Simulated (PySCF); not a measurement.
**C$_{5}$H$_{11}$NO$_{2}$ (SMILES COCC(=O)N(C)C): density, localisation and related maps**

The calculation's input:

```
{"job": {"kind": "nmr", "xc": "PBE0", "basis": "pcSseg-1"}, "charge": 0, "multiplicity": 1}
C      2.391547    -0.763396    -0.507694
O      1.445726    -1.245266     0.417893
C      0.941151    -0.237959     1.267092
C      0.094293     0.829635     0.559692
O      0.408975     2.005048     0.625875
N     -0.992542     0.407383    -0.116886
C     -1.856866     1.384800    -0.739986
C     -1.464338    -0.954326    -0.182131
H      1.955813    -0.008777    -1.171256
H      2.713648    -1.622166    -1.093050
H      3.254102    -0.323521     0.005656
H      0.337772    -0.747133     2.023927
H      1.763606     0.293943     1.765453
H     -1.426365     2.371195    -0.580479
H     -1.938013     1.189711    -1.811408
H     -2.853551     1.345711    -0.294736
H     -1.795479    -1.165267    -1.201126
H     -2.315039    -1.097837     0.492578
H     -0.674245    -1.652529     0.075030
```

Command:

```sh
OMP_NUM_THREADS=1 python probes_run.py task.json out
```

Geometry: GFN2-xTB.

The calculation used PySCF 2.14.0, PBE0/pcSseg-1, SCF density, gas phase, non-relativistic.

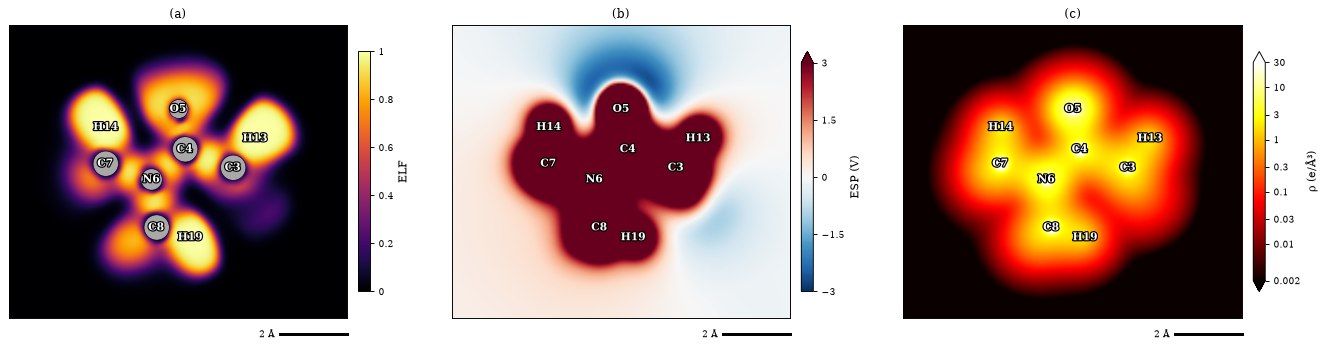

Figure 1. (a) ELF; (b) molecular electrostatic potential; (c) total electron density on the plane of atoms N6, C7 and H14. Grey discs cover the atomic cores in the ELF map.

Question: Read the bonding off the picture.

Answer: Atoms in the plane: C, O, N and H. C–O (1.22 Å): ρ at the midpoint is about 3.2 e/Å³; the ELF peaks at about 0.85 between the atoms (a short, multiple covalent bond). C–N (1.35 Å): ρ is about 2.4 e/Å³ halfway; the ELF peaks at about 0.90 between the atoms; localised, covalent bonding. C–C (1.54 Å): ρ is about 1.7 e/Å³ halfway; the ELF peaks at about 0.95 between the atoms; a covalent bond. C–H (1.09 Å): the density is about 2.1 e/Å³ at the midpoint; the ELF climbs to about 1 towards the hydrogen, as it does in any bond to H: a covalent bond by its length. C–N (1.44 Å): the density is about 1.9 e/Å³ at the midpoint; the ELF peaks at about 0.95 between the atoms, as expected for a covalent bond. The ELF also peaks beside O5, away from the bonds: lone-pair regions. Outside the dense part of the molecule the potential is most negative (−2.6 V) near O5.

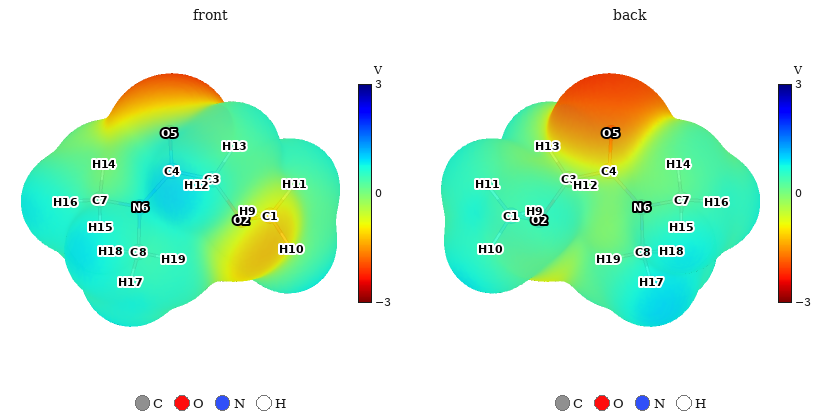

Figure 2. The electrostatic potential painted on the density surface at 0.002 e/bohr³, seen from the front and from behind; the colour scale runs from red (negative) to blue (positive).

Question: Which sites attract a positive test charge, and which a negative one?

Answer: A positive charge is drawn to the negative regions and a negative charge to the positive ones. The most negative region (about −2.1 V) lies over O5, the most positive (about +0.9 V) over H12 and H17. O5 is the likeliest acceptor of a hydrogen bond.

Question: What dipole moment does the calculation give?

Answer: Its dipole moment is 2.75 D.

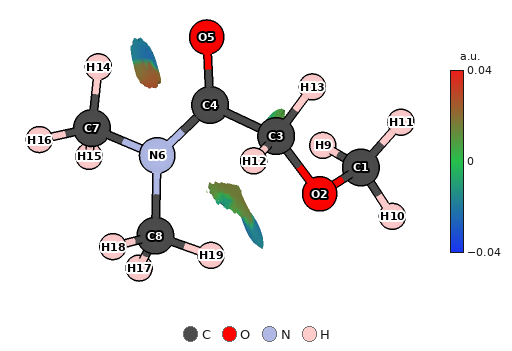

Figure 3. Non-covalent interaction (NCI) plot: the surface where the reduced density gradient is 0.5, for densities under 0.05 a.u., coloured by sign(λ₂)ρ; seen at a tilt.

Question: Which non-covalent interactions does the plot reveal?

Answer:
- H14···O5 (2.2 Å): a weak contact, attractive (blue-green) on one side and crowded (olive to red) on the other
- H19···O2 (2.2 Å): a weak contact, attractive (blue-green) on one side and crowded (olive to red) on the other
- Near H9, C4 and C1: mostly steric crowding (olive to red)
